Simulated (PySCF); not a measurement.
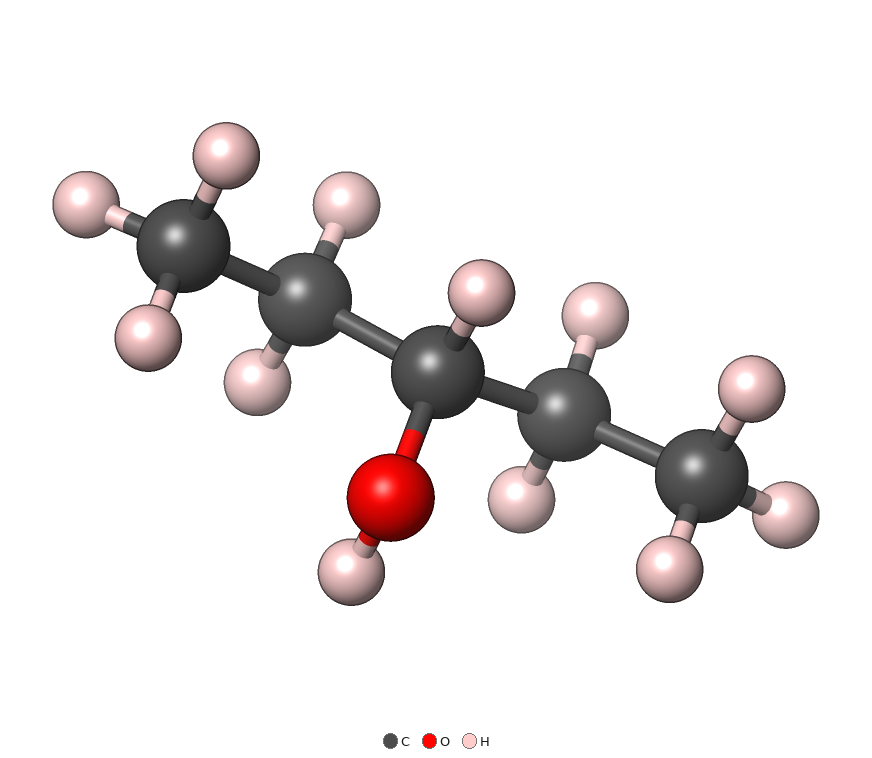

The picture shows a molecular structure as a ball-and-stick model. Every bond is drawn as one stick, whatever its order.

The computed structure is the end point of a GFN2-xTB optimisation. No frequency run is at hand to confirm it as a minimum.

Question: Which formula does it have?

Answer: C₅H₁₂O, 18 atoms: 5 carbon, 12 hydrogen and 1 oxygen.

Question: Does it have rings?

Answer: It has no ring.

More results for the same structure follow; atom numbers are the same in all pictures, views and colours differ.

## Geometry

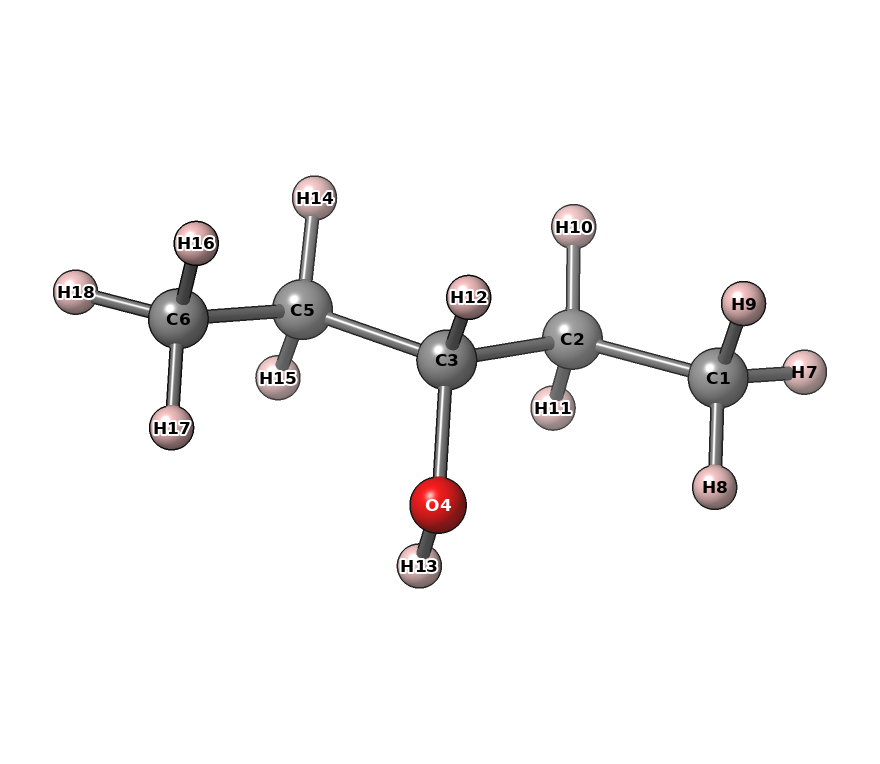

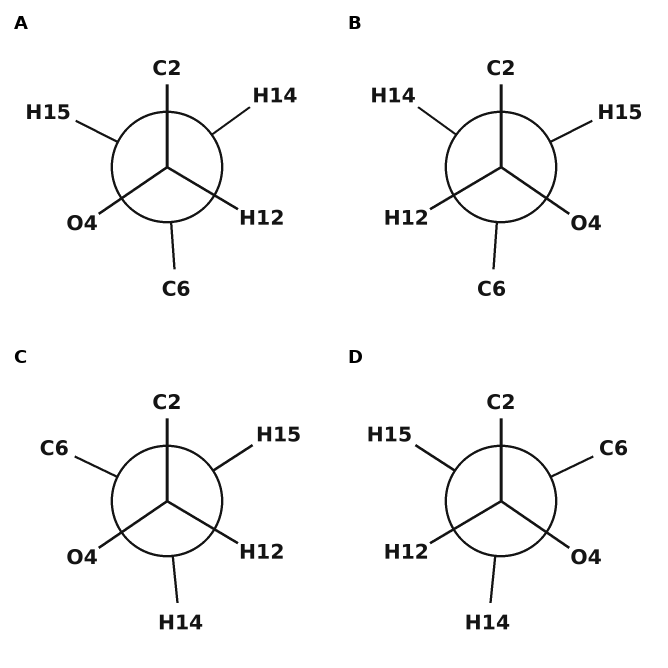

Atoms fade into the background with distance from the viewer. Bonds that would overlap in a projection are set slightly apart. No frequency run is at hand to confirm it as a minimum.

Question: Which Newman projection shows the view along C3–C5, with C3 in front?

Answer: B. The torsion angle O4–C3–C5–C6 is 60°, synclinal (gauche).

## Charges

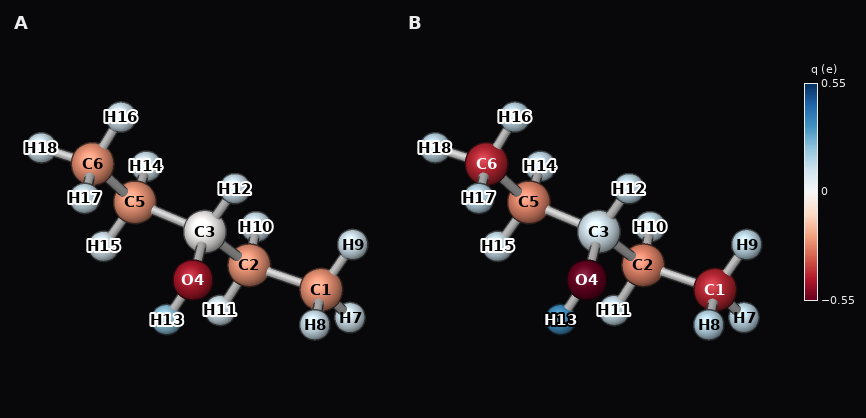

Atomic charges of one calculation by 2 schemes, on one colour scale. No frequency run is at hand to confirm it as a minimum. Level of theory: PBE0/pcSseg-1 (PySCF 2.14.0).

Question: The schemes are IAO, Mulliken. Which panel shows which?

Answer: A Mulliken, B IAO.

List the charges (e), one line for each set of equivalent atoms.

```
    atom  Mulliken    IAO
  C1, C6     −0.25  −0.42
  C2, C5     −0.24  −0.27
      C3     −0.01   0.10
      O4     −0.45  −0.55
 H7, H18      0.11   0.14
 H8, H17      0.12   0.15
 H9, H16      0.11   0.14
H10, H14      0.11   0.13
H11, H15      0.10   0.12
     H12      0.11   0.13
     H13      0.22   0.34
```

## NMR shielding

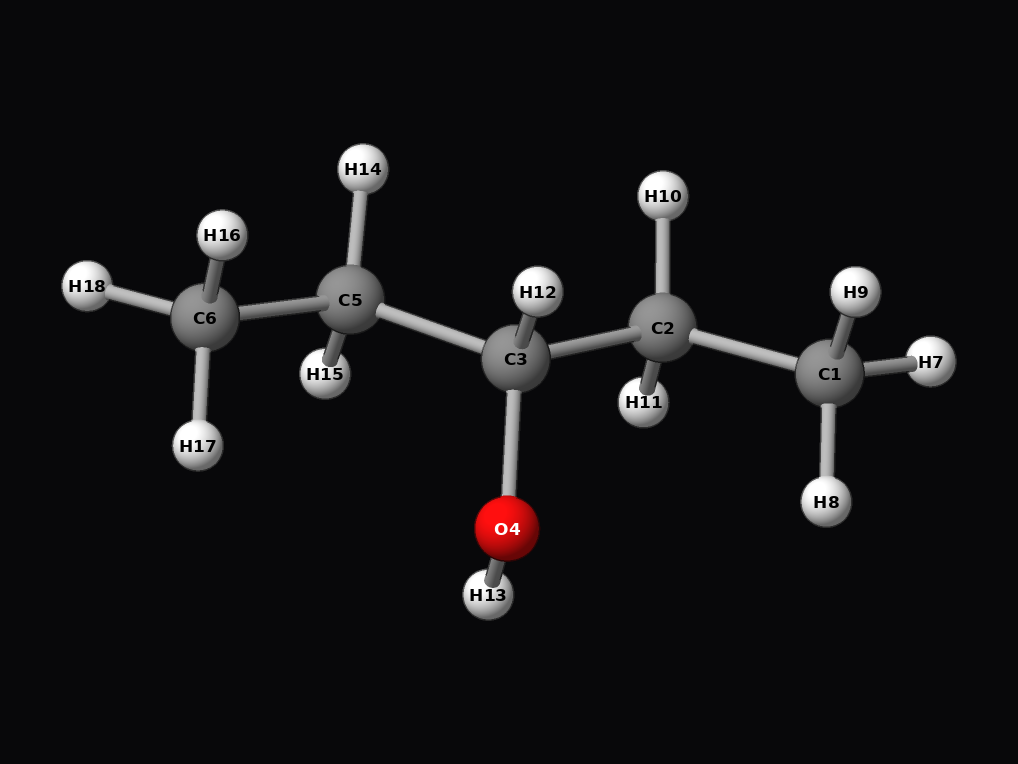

The questions are on isotropic NMR shieldings of the H atoms. No frequency run is at hand to confirm it as a minimum. Level of theory: GIAO PBE0/pcSseg-1 NMR shielding, non-relativistic, gas phase (PySCF 2.14.0).

Give the isotropic NMR shieldings of the H atoms atom by atom.

```csv
atom,σ (ppm)
H7,30.69
H8,29.98
H9,30.85
H10,30.21
H11,30.79
H12,28.69
H13,32.92
H14,30.21
H15,30.78
H16,30.84
H17,29.97
H18,30.69
```

## Electronic properties

No frequency run is at hand to confirm it as a minimum. Properties computed with PBE0/pcSseg-1, gas phase (PySCF 2.14.0).

What does the calculation give?

- dipole moment: 1.56 D
- HOMO energy (Kohn–Sham orbital): −7.67 eV
- LUMO energy (Kohn–Sham orbital): 1.28 eV
- HOMO–LUMO gap: 8.96 eV

## Bond orders

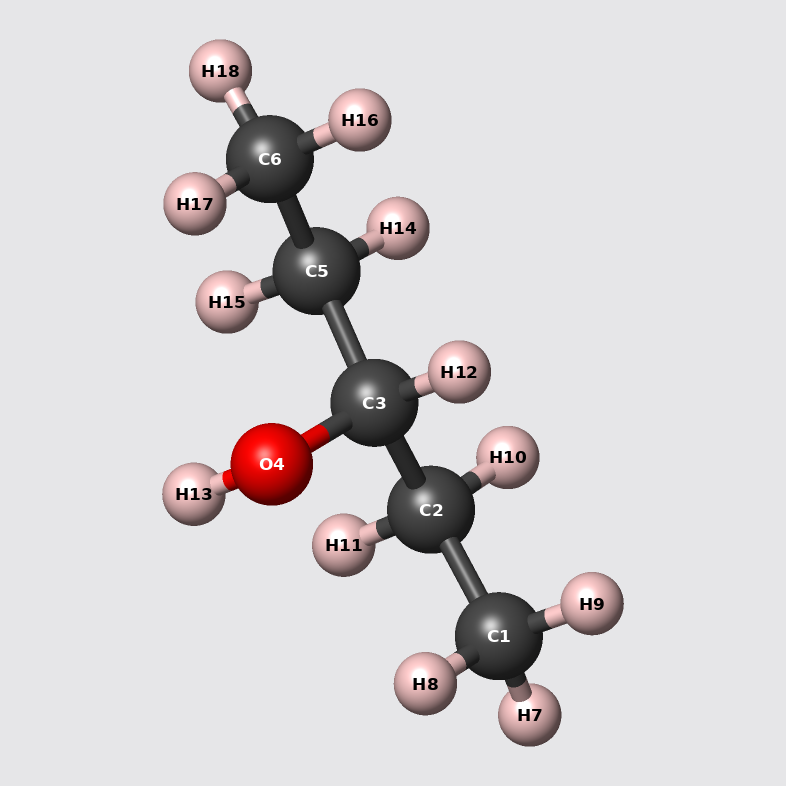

Every bond is drawn as one stick. No frequency run is at hand to confirm it as a minimum. Level of theory: PBE0/pcSseg-1 (PySCF 2.14.0).

List the Mayer bond orders of C3–O4, C2–C3, C3–H12, O4–H13, C1–C2, C2–H10, C2–H11, C1–H9, C1–H8, C1–H7 (one bond of each equivalent set).

```
  bond  Mayer order  length (Å)
 C3–O4         0.91       1.411
 C2–C3         1.00       1.536
C3–H12         0.94       1.095
O4–H13         0.95       0.965
 C1–C2         1.06       1.524
C2–H10         0.95       1.091
C2–H11         0.94       1.094
 C1–H9         0.97       1.087
 C1–H8         0.96       1.087
 C1–H7         0.97       1.087
```

Mulliken values depend strongly on the basis set and can even reverse the polarity of a bond.
